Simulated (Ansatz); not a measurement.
# GaH5InNO: a ladder of functionals and wavefunction methods

Aim: compute GaH5InNO with functionals from several rungs and with coupled cluster, and see how far each lands from CCSD(T) at the basis-set limit for the atomisation energy.

Computed with Ansatz 0.2.0, Gaussian basis. Level: functionals in def2-TZVPP, the program's frozen cores in correlated methods.

Levels to be run: LDA (SPW92), PBE-D4, revPBE-D4, BLYP-D4, r2SCAN-D4, B97M-V, PBE0-D4, B3LYP-D4, r2SCANh-D4, r2SCAN0-D4, HSE06-D4, BHLYP-D4, CAM-B3LYP-D4, LC-ωPBE, ωB97X-V, ωB97M-V, B2PLYP, PBE-QIDH; CCSD(T)/def2-SVP; CCSD(T)/def2-TZVPP; MP2/def2-QZVPP; extrapolation to the limit; RPA on PBE.

### Step 1. Structure used throughout

An earlier PBE0-D4 in a triple-zeta def2 set relaxation fixed the geometry. In takes the def2 core potential; no spin-orbit term is included.

SMILES `[OH][GaH][NH][InH2]`, 9 atoms, charge 0, spin multiplicity 1.

Atoms are counted from 1 here; the program's logs count them from 0.

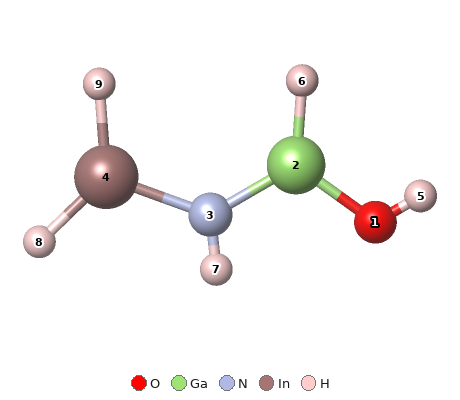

The structure; oxygen red, gallium green, nitrogen light blue, indium brown, hydrogen pink; atoms are numbered from 1 in the order of the file.

### Step 2. LDA

This LDA is Slater exchange with PW92 correlation.

The input, in.yaml:

```yaml
crystal:
  periodic: [false, false, false]
  atoms:
    - {symbol: O, position_ang: [-0.277735, 1.447191, -2.341301]}
    - {symbol: Ga, position_ang: [-0.196149, 1.106657, -0.582405]}
    - {symbol: N, position_ang: [0.104067, -0.641236, -0.182026]}
    - {symbol: In, position_ang: [0.285456, -1.547588, 1.624344]}
    - {symbol: H, position_ang: [-0.435887, 2.368877, -2.552002]}
    - {symbol: H, position_ang: [-0.371644, 2.234155, 0.477057]}
    - {symbol: H, position_ang: [0.194003, -1.241402, -0.992035]}
    - {symbol: H, position_ang: [0.572018, -3.236788, 1.585713]}
    - {symbol: H, position_ang: [0.125881, -0.489875, 2.962656]}
basis:
  gaussian: {orbitals: def2-TZVPP}
hamiltonian: {xc: lda}
output: {orbitals: {seedname: orbitals}}
```

On the command line:

```bash
$ ansatz run in.yaml --threads 4 --pin off --events-out ev --progress --plain --max-ram 10444MiB
```

Further steps of the session: PBE-D4 (GGA); revPBE-D4 (GGA); BLYP-D4 (GGA); r2SCAN-D4 (meta-GGA); B97M-V (meta-GGA); B3LYP-D4 (hybrid); r2SCANh-D4 (hybrid); r2SCAN0-D4 (hybrid); HSE06-D4 (hybrid); BHLYP-D4 (hybrid); CAM-B3LYP-D4 (range-separated); LC-ωPBE (range-separated); ωB97X-V (range-separated); ωB97M-V (range-separated); B2PLYP (double hybrid); PBE-QIDH (double hybrid); CCSD(T) in def2-SVP; CCSD(T) in def2-TZVPP; MP2 in def2-QZVPP; RPA on PBE orbitals.

Q: Predict the results of all the runs planned. Wanted: atomisation energy, CCSD(T)/CBS; farthest beyond LDA; mean size of error, GGA; mean size of error, meta-GGA; mean size of error, hybrid; mean size of error, range-separated; mean size of error, double hybrid; gap, smallest and largest; T1 diagnostic.

As calculated:

```
                               quantity                                  value
        atomisation energy, CCSD(T)/CBS                         604.3 kcal/mol
functionals within 6.0 kcal/mol (1.0 %)  PBE-D4, B97M-V, CAM-B3LYP-D4, ωB97X-V
                    farthest beyond LDA              BHLYP-D4 (-34.0 kcal/mol)
                mean size of error, GGA                          14.1 kcal/mol
           mean size of error, meta-GGA                           6.7 kcal/mol
             mean size of error, hybrid                          20.1 kcal/mol
    mean size of error, range-separated                           5.2 kcal/mol
      mean size of error, double hybrid                          16.7 kcal/mol
              gap, smallest and largest  3.94 eV (BLYP-D4), 10.59 eV (LC-ωPBE)
                          T1 diagnostic                                 0.0155
triples share of the correlation energy                                  3.6 %
```

LDA overbinds by 87.9 kcal/mol (15 %). PBE-D4 is off by -4.5 kcal/mol. Double hybrids carry the basis error of their MP2 part in triple zeta, and no dispersion term here, so their miss is partly the set-up's. Taken by rung, range-separated functionals do best (5.2 kcal/mol on average) and hybrid ones worst beyond LDA (20.1 kcal/mol). The gap between the best rungs is small, so their order is not settled. The mean of the hybrids holds BHLYP, with half exact exchange. The reference freezes the cores and leaves out spin-orbit coupling and excitations past (T), and its outer-core shells are covered unevenly, so misses under about 6.0 kcal/mol can't be ranked. All levels share the lack of spin-orbit coupling, which lowers the free heavy atoms and so the true binding. Hartree-Fock recovers 65 % of the binding; the rest is correlation. CCSD(T) in def2-SVP is off by -51.8 kcal/mol, so the small basis spoils what the method gains. The gap grows from 3.9 to 10.6 eV across the functionals, mostly with the share of exact exchange. Correlated methods include outer-core shells of Ga, In, which these sets cover unevenly.
